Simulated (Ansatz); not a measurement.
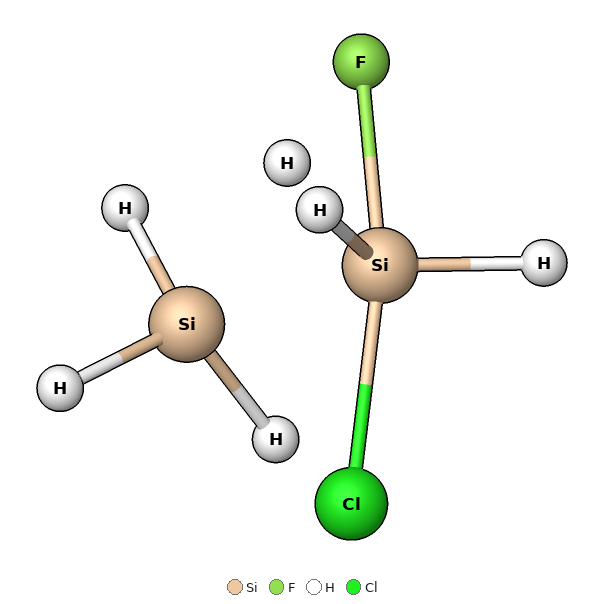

Sticks follow a distance rule. Harmonic vibrations computed with RKS PBE0-D4/def2-TZVP (Ansatz 0.2.0) at a stationary point of the same level.

Minimum or transition state?

Answer. A first-order saddle point: one imaginary frequency, 1086i cm⁻¹.

List the wavenumbers.

Answer. 24 modes: 1086i, 112, 167, 228, 306, 365, 379, 401, 504, 521, 577, 805, 845, 892, 899, 914, 944, 983, 1654, 2196, 2270, 2282, 2291, 2317 cm⁻¹.
